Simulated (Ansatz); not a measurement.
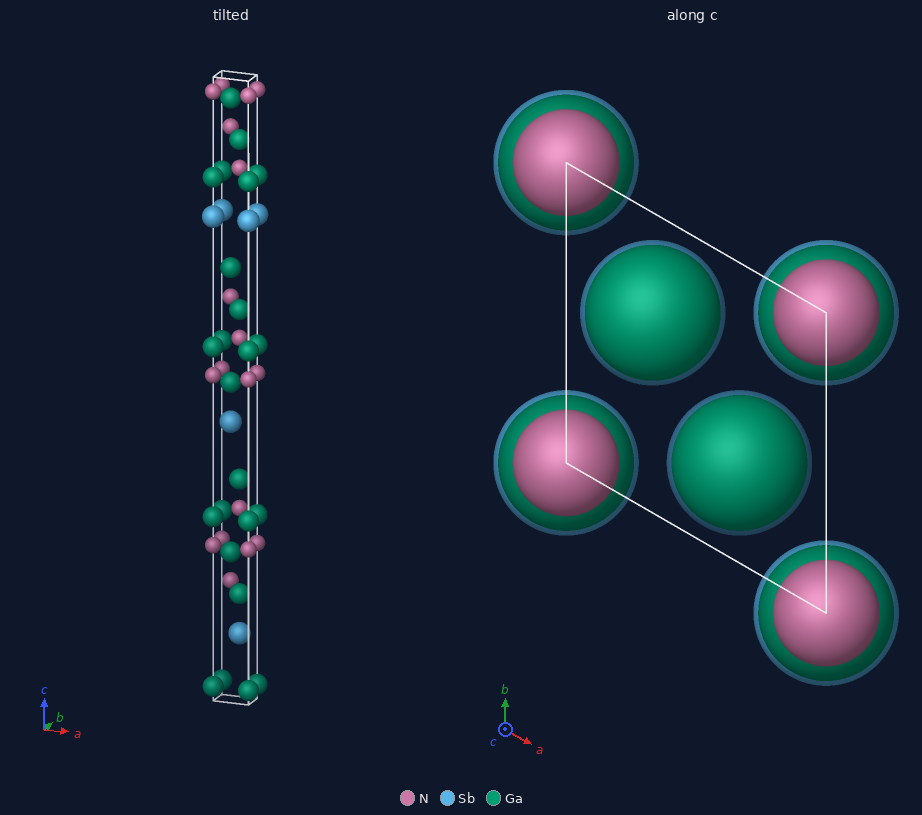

Drawn in the spheres-only manner and seen slightly off an axis and along the c axis. The parallelepiped is the conventional unit cell.

Ga4SbN3, space group R3m (No. 160), a = 3.165 Å, b = 3.165 Å, c = 42.781 Å, α = 90.00°, β = 90.00°, γ = 120.00°. The initial geometry was a structure type filled with these elements by a generator (whether the compound takes this form wasn't checked). Earlier steps of the study, as a rule a relaxation of our own, may have changed the cell and positions, so they can lie some per cent off the listed ones. An electronic-structure calculation with Ansatz was run on it.

This one geometry was computed with Ansatz (DFT, plane waves, PAW) at three levels of theory: PBE with spin-orbit coupling, PBE and r2SCAN. It was relaxed beforehand with r2SCAN.

Question: Which level gives the highest pressure at this volume, and what does that say about its equilibrium volume?

Answer: Highest: PBE with spin-orbit coupling (4.0 GPa) and PBE (4.0 GPa), which points to the largest equilibrium volume. Lowest, with the smallest volume: r2SCAN (0.0 GPa). Levels within 0.5 GPa of each other can't be told apart.

Question: How does the band gap change with the level of theory?

Answer: All levels give a metal, though semilocal functionals underestimate gaps and can close a small one.

Question: Collect the results in a table.

Answer:
| level | cutoff (eV) | k-mesh of the run's cell | gap (eV) | pressure (GPa) |
| --- | --- | --- | --- | --- |
| PBE with spin-orbit coupling | 420 | 10×10×10 | metal | 4.0 |
| PBE | 420 | 10×10×10 | metal | 4.0 |
| r2SCAN | 500 | 10×10×10 | metal | 0.0 |

Gaps are taken on the k-mesh or band path of each run.
